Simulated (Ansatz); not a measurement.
# CH4F3NSi (SMILES CN[Si](F)(F)F) at B3LYP/6-31G(d) (Cartesian functions)

What is the vertical ionisation energy of CH4F3NSi at B3LYP/6-31G* (Cartesian functions)? 

Program for the calculation: Ansatz 0.2.0.

67 further runs of the same task are left out: 67 set aside as unsound or not needed.

## 1. Starting point

CH4F3NSi: 10 atoms, total charge 0, spin state singlet. SMILES: `CN[Si](F)(F)F`. The coordinates come from a PBE0-D4/def2-TZVP relaxation.

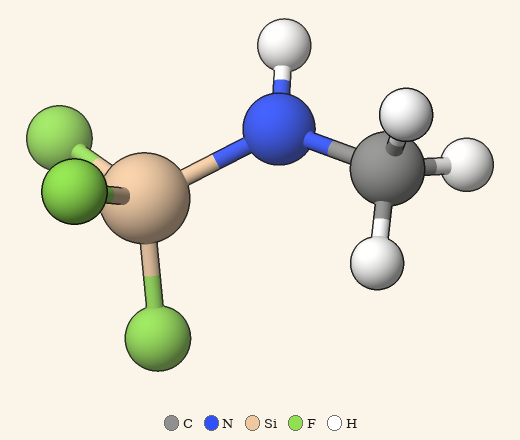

The structure, seen from a chosen angle (carbon grey, nitrogen blue, silicon light orange, fluorine green, hydrogen white).

## 2. A single-point energy at B3LYP/6-31G(d) (Cartesian functions)

Contents of in.yaml:

```yaml
crystal:
  periodic: [false, false, false]
  atoms:
    - {symbol: C, position_ang: [0.192100, -1.054000, 0.940300]}
    - {symbol: N, position_ang: [0.609500, 0.071900, 0.126100]}
    - {symbol: Si, position_ang: [-0.361500, 0.924500, -0.931300]}
    - {symbol: F, position_ang: [-1.157900, -0.049900, -1.881500]}
    - {symbol: F, position_ang: [0.542600, 1.889500, -1.787100]}
    - {symbol: F, position_ang: [-1.475500, 1.819700, -0.258100]}
    - {symbol: H, position_ang: [0.924800, -1.863500, 0.893300]}
    - {symbol: H, position_ang: [-0.751400, -1.452800, 0.563600]}
    - {symbol: H, position_ang: [0.041900, -0.779100, 1.989000]}
    - {symbol: H, position_ang: [1.518500, 0.442600, 0.348500]}
basis:
  gaussian:
    orbitals: "6-31G*"
hamiltonian:
  xc: {name: B3LYP}
accuracy: high
output: {orbitals: {seedname: orbitals}}
```

Command:

```bash
$ ansatz run in.yaml --threads 1 --pin off --max-ram 2610MiB --events-out events.jsonl --progress --plain --runs-dir runs
```

Output:

```text
Warning: RAYON_NUM_THREADS=1 ignored (pool sized by the plan → 1); use --threads N
Functional definition: B3LYP
  name "B3LYP"
  parameter a0 = 0.2
  parameter ax = 0.72
  parameter ac = 0.81
  exchange = (1 - a0 - ax)*slater_x + ax*b88_x + a0*exact_x
  correlation = (1 - ac)*vwn_rpa_c + ac*lyp_c
2255 factors; integrals over basis functions are off by at most 4.9e-9 eV
mean field evaluation 1: about -18617.7924 eV, gradient 6.9e1 eV
mean field evaluation 2: about -18610.8875 eV, gradient 9.2e1 eV
mean field evaluation 4: about -18626.0157 eV, gradient 2.8e0 eV
mean field evaluation 8: about -18626.1740 eV, gradient 9.6e-2 eV
mean field evaluation 16: about -18626.1740 eV, gradient 4.2e-5 eV
mean field -18626.17397431 eV, -684.4992682817 hartree, gradient 4.0e-8 eV, S^2 0.000000; 0 other end points of the search recorded, 0 dependent functions left out
reference -18626.17401381 eV, -684.4992697333 hartree; 29, 29 occupied and 73, 73 virtual orbitals, 2255 factors
Total energy: -18626.17401381 eV, -684.4992697333 hartree
```

Wall time 13 s (1 thread of Arm Neoverse V1, shared host); peak memory 0.39 GiB.

## 3. The doublet cation at the same level

Contents of molecule.yaml:

```yaml
crystal:
  periodic: [false, false, false]
  atoms:
    - {symbol: C, position_ang: [0.192100, -1.054000, 0.940300]}
    - {symbol: "N", position_ang: [0.609500, 0.071900, 0.126100]}
    - {symbol: Si, position_ang: [-0.361500, 0.924500, -0.931300]}
    - {symbol: F, position_ang: [-1.157900, -0.049900, -1.881500]}
    - {symbol: F, position_ang: [0.542600, 1.889500, -1.787100]}
    - {symbol: F, position_ang: [-1.475500, 1.819700, -0.258100]}
    - {symbol: H, position_ang: [0.924800, -1.863500, 0.893300]}
    - {symbol: H, position_ang: [-0.751400, -1.452800, 0.563600]}
    - {symbol: H, position_ang: [0.041900, -0.779100, 1.989000]}
    - {symbol: H, position_ang: [1.518500, 0.442600, 0.348500]}
basis:
  gaussian: {orbitals: "6-31G*"}
total_charge: 1
magnetization: {spin_polarized: true, initial_magnetization: 1}
hamiltonian: {xc: {name: B3LYP}}
accuracy: high
output: {orbitals: {seedname: orbitals}}
```

Command:

```bash
$ ansatz run molecule.yaml --threads 1 --pin off --max-ram 2610MiB --events-out events.jsonl --progress --plain --runs-dir runs
```

Output:

```text
Warning: RAYON_NUM_THREADS=1 ignored (pool sized by the plan → 1); use --threads N
Functional definition: B3LYP
  name "B3LYP"
  parameter a0 = 0.2
  parameter ax = 0.72
  parameter ac = 0.81
  exchange = (1 - a0 - ax)*slater_x + ax*b88_x + a0*exact_x
  correlation = (1 - ac)*vwn_rpa_c + ac*lyp_c
2254 factors; integrals over basis functions are off by at most 4.9e-9 eV
mean field evaluation 1: about -18604.0336 eV, gradient 6.1e1 eV
mean field evaluation 2: about -18591.6914 eV, gradient 9.0e1 eV
mean field evaluation 4: about -18615.9814 eV, gradient 3.2e0 eV
mean field evaluation 8: about -18616.1730 eV, gradient 4.9e-1 eV
mean field evaluation 16: about -18616.1747 eV, gradient 1.1e-3 eV
mean field -18616.17470900 eV, -684.1318020594 hartree, gradient 2.9e-8 eV, S^2 0.753715; 0 other end points of the search recorded, 0 dependent functions left out
reference -18616.17474835 eV, -684.1318035053 hartree; 29, 28 occupied and 73, 74 virtual orbitals, 2254 factors
Total energy: -18616.17474835 eV, -684.1318035053 hartree
```

Wall time 21 s (1 thread of Arm Neoverse V1, shared host); peak memory 0.56 GiB.

## 4. Outcome

At B3LYP/6-31G* (Cartesian functions):

```
                                          quantity          value
                    singlet CH4F3NSi: total energy  -684.49927 Eh
                     singlet CH4F3NSi: HOMO energy       -7.23 eV
                     singlet CH4F3NSi: LUMO energy        1.08 eV
                   singlet CH4F3NSi: HOMO–LUMO gap        8.31 eV
                      doublet cation: total energy  -684.13180 Eh
doublet cation: HOMO energy (highest over α and β)      -16.40 eV
 doublet cation: LUMO energy (lowest over α and β)      -12.73 eV
                              doublet cation: ⟨S²⟩          0.754
vertical ionisation energy (to the doublet cation)       9.999 eV
```

Removing an electron at fixed nuclei costs 10.00 eV (231 kcal/mol). The negative HOMO energy of the first species, 7.23 eV, lies 2.77 eV below that difference.
